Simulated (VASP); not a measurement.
Band structure of NbAs (relaxed from the CsCl structure, space group Pm-3m). Method: r2SCAN meta-GGA, VASP's PBE PAW potentials (set 64) (plane waves; VASP).

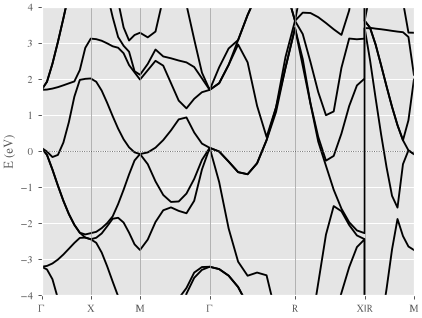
*Bands along high-symmetry lines, zero at the valence-band maximum or, without a gap, the Fermi level*

Task: Read the plot: is there a gap, and where are the band edges?

Result: It has no gap at this level: it comes out as a metal or semimetal.

The structure was generated: NbAs was put into the CsCl type (Pm-3m), which need not be its known phase. It was relaxed first.
